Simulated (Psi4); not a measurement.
**NO2 (nitrogen dioxide) at UCCSD(T)/cc-pVTZ**

Aim: the vertical doublet–quartet gap of NO2 (nitrogen dioxide) at UCCSD(T)/cc-pVTZ, from 2 runs. 

Program for the calculation: Psi4 1.11.

1 further run of the same task is left out (it didn't finish).

## Step 1: The structure to begin with

The species is NO2 (3 atoms), meant as a doublet with charge 0. As SMILES, `[O]N=O`. The coordinates come from a PBE0-D4/def2-TZVP relaxation.

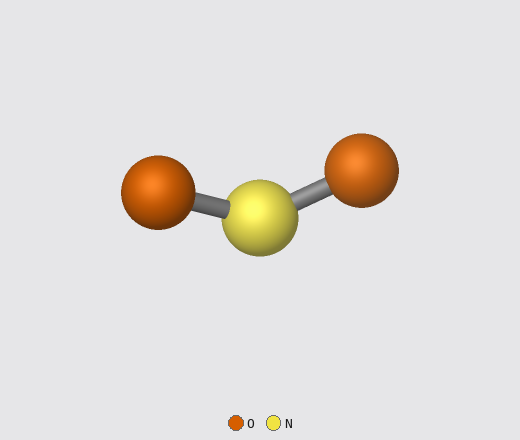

The structure, seen from a chosen angle (oxygen orange, nitrogen yellow).

## Step 2: The energy at UCCSD(T)/cc-pVTZ

no2.dat reads:

```
memory 1600 MB

molecule {
  0 2
  O      0.209760    -1.082190     0.000620
  N     -0.265470    -0.009110    -0.145890
  O      0.055690     1.091300     0.145270
  units angstrom
  symmetry c1
}

set reference uhf
set puream true
set e_convergence 1e-09
set d_convergence 1e-08
set scf_type pk
set num_frozen_docc 3
set maxiter 100

energy_value = energy('ccsd(t)/cc-pVTZ')
```

On the command line:

```sh
$ psi4 -n 1 no2.dat no2.out
```

no2.out:

```text
[...]
  Running in c1 symmetry.
[...]
  Nuclear repulsion =   65.620562169471711
[...]
  Multiplicity = 2
[...]
  Nalpha       = 12
  Nbeta        = 11
[...]
    Number of basis functions: 90
[...]
   @UHF iter   1:  -204.01046997759533   -4.60958e-01   5.85975e-03 DIIS/ADIIS
[...]
   @UHF iter  16:  -204.11274469375431   -7.58860e-12   6.49892e-09 DIIS
[...]
   @S^2 Observed:                7.691570219E-01
[...]
    Orbital Energies [Eh]
    ---------------------
    Alpha Occupied:
       1A    -20.683120     2A    -20.683070     3A    -15.874976
       4A     -1.687416     5A     -1.505309     6A     -0.967369
       7A     -0.839460     8A     -0.805923     9A     -0.770681
      10A     -0.596586    11A     -0.528700    12A     -0.497007
    Alpha Virtual:
      13A      0.085394    14A      0.377602    15A      0.429221
      16A      0.540748    17A      0.565694    18A      0.592989
      19A      0.670245    20A      0.734883    21A      0.779439
      22A      0.795025    23A      0.819505    24A      0.845937
      25A      0.848716    26A      1.120579    27A      1.121781
[...]
  @UHF Final Energy:  -204.11274469375431
   => Energetics <=
    Nuclear Repulsion Energy =             65.6205621694717109
    One-Electron Energy =                -409.5949572181635858
    Two-Electron Energy =                 139.8616503549375523
    Total Energy =                       -204.1127446937543084
  UHF NO Occupations:
  HONO-2 :   10  A 1.9969964
  HONO-1 :   11  A 1.9946319
[...]
 Multipole Moments:
 ------------------------------------------------------------------------------------
     Multipole            Electronic (a.u.)      Nuclear  (a.u.)        Total (a.u.)
 ------------------------------------------------------------------------------------
 L = 1.  Multiply by 2.5417464519 to convert [e a0] to [Debye]
 Dipole X            :         -0.2686503            0.0022473           -0.2664030
 Dipole Y            :         -0.0081251            0.0000679           -0.0080573
 Dipole Z            :          0.0000000            0.0000000            0.0000000
 Magnitude           :                                                    0.2665248
[...]
      * MP2 total energy                      = -204.778540590488518
[...]
      * CCSD total energy                     = -204.764410243319901
[...]
      * CCSD(T) total energy                     = -204.799435283739001
[...]
```

It took 71 s on 1 thread of Intel Xeon Platinum 8488C (Sapphire Rapids), shared host; peak memory 0.81 GiB.

## Step 3: The quartet, same level

job.inp reads:

```
memory 1600 MB

molecule {
  0 4
  O      0.209760    -1.082190     0.000620
  N     -0.265470    -0.009110    -0.145890
  O      0.055690     1.091300     0.145270
  symmetry c1
}

set basis cc-pVTZ
set reference uhf
set puream true
set e_convergence 1e-09
set d_convergence 1e-08
set scf_type pk
set num_frozen_docc 3
set maxiter 100

energy("ccsd(t)")
```

On the command line:

```sh
$ psi4 -i job.inp -o job.out -n 1
```

job.out:

```text
[...]
  Running in c1 symmetry.
[...]
  Nuclear repulsion =   65.620562169471711
[...]
  Multiplicity = 4
[...]
  Nalpha       = 13
  Nbeta        = 10
[...]
    Number of basis functions: 90
[...]
   @UHF iter   1:  -203.93344626181596   -3.83934e-01   3.97002e-03 DIIS/ADIIS
[...]
   @UHF iter  16:  -204.01743291323308   -9.37916e-13   5.83528e-09 DIIS
[...]
   @S^2 Observed:                3.793059743E+00
[...]
    Orbital Energies [Eh]
    ---------------------
    Alpha Occupied:
       1A    -20.716286     2A    -20.716262     3A    -15.718354
       4A     -1.706302     5A     -1.545957     6A     -0.999616
       7A     -0.859461     8A     -0.854407     9A     -0.828777
      10A     -0.691440    11A     -0.668907    12A     -0.497405
      13A     -0.379520
    Alpha Virtual:
      14A      0.362974    15A      0.427086    16A      0.569788
      17A      0.579513    18A      0.589694    19A      0.675241
      20A      0.715087    21A      0.755743    22A      0.783854
      23A      0.803357    24A      0.817033    25A      0.849467
[...]
  @UHF Final Energy:  -204.01743291323308
   => Energetics <=
    Nuclear Repulsion Energy =             65.6205621694717109
    One-Electron Energy =                -409.7676314480812039
    Two-Electron Energy =                 140.1296363653763990
    Total Energy =                       -204.0174329132330797
  UHF NO Occupations:
  HONO-2 :   11  A 1.0000000
  HONO-1 :   12  A 1.0000000
[...]
 Multipole Moments:
 ------------------------------------------------------------------------------------
     Multipole            Electronic (a.u.)      Nuclear  (a.u.)        Total (a.u.)
 ------------------------------------------------------------------------------------
 L = 1.  Multiply by 2.5417464519 to convert [e a0] to [Debye]
 Dipole X            :          0.0317127            0.0022473            0.0339600
 Dipole Y            :          0.0009639            0.0000679            0.0010318
 Dipole Z            :          0.0000000            0.0000000            0.0000000
 Magnitude           :                                                    0.0339756
[...]
      * MP2 total energy                      = -204.577931784890353
[...]
      * CCSD total energy                     = -204.601838054328937
[...]
      * CCSD(T) total energy                     = -204.624830056544738
[...]
```

It took 80 s on 1 thread of Intel Xeon Platinum 8488C (Sapphire Rapids), shared host; peak memory 0.85 GiB.

## Step 4: Summary of results

At UCCSD(T)/cc-pVTZ, 3 core orbitals frozen:

```
                                                           quantity          value
                                              doublet: total energy  -204.79944 Eh
doublet: HOMO energy (Hartree–Fock orbitals) (highest over α and β)      -13.51 eV
 doublet: LUMO energy (Hartree–Fock orbitals) (lowest over α and β)        1.24 eV
               doublet: correlation energy (3 core orbitals frozen)     -686.7 mEh
                                            doublet: (T) correction     -35.03 mEh
                         doublet: ⟨S²⟩ of the reference determinant          0.769
                                             doublet: T1 diagnostic          0.033
                                              quartet: total energy  -204.62483 Eh
quartet: HOMO energy (Hartree–Fock orbitals) (highest over α and β)      -10.33 eV
 quartet: LUMO energy (Hartree–Fock orbitals) (lowest over α and β)        0.06 eV
               quartet: correlation energy (3 core orbitals frozen)     -607.4 mEh
                                            quartet: (T) correction     -22.99 mEh
                         quartet: ⟨S²⟩ of the reference determinant          3.793
                                             quartet: T1 diagnostic          0.038
                   vertical energy of the quartet above the doublet       4.751 eV
```

At this shape the quartet lies 4.75 eV (458 kJ/mol) above the doublet. The triples (doublet) make up 5.1 % of the correlation energy. The triples (quartet) make up 3.8 % of the correlation energy.
